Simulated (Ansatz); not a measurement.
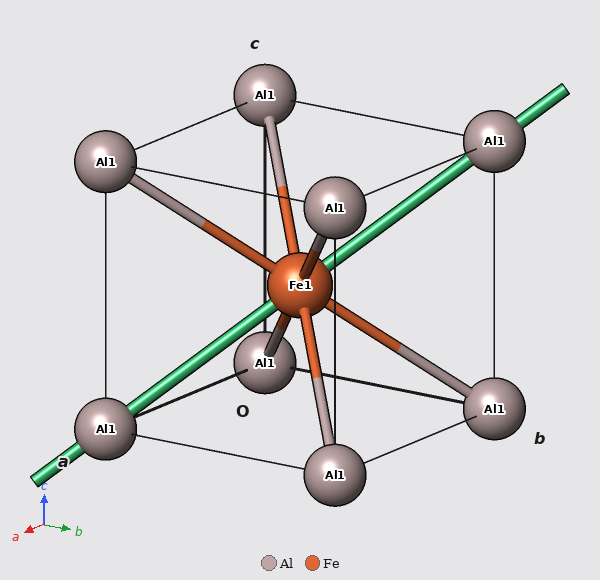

Crystal: AlFe, the end point of a relaxation with Ansatz 0.2.0, DFT, LDA, all-electron LAPW, scalar-relativistic. The coloured rod is the axis of a symmetry operation of the crystal. The drawing is computed from the coordinates (standard cell, symmetry found to 0.002 Å).

a = 2.815 Å, b = 2.815 Å, c = 2.815 Å, α = 90.00°, β = 90.00°, γ = 90.00°.

| atom | x | y | z |
| --- | --- | --- | --- |
| Al1 | 0.0000 | 0.0000 | 0.0000 |
| Fe1 | 0.5000 | 0.5000 | 0.5000 |

Take the operation x, y, z → −y+1, z, −x+1.

### What kind of operation is it, and where does it lie?

It is a 3-fold rotation, about the line along [−1 1 1] through (1/2, 1/2, 1/2).

### Onto which atom does it carry each atom (up to whole multiples of a, b and c)?

Al1 → Al1, Fe1 → Fe1.

### What is the crystal's space group?

No. 221, Pm-3m.
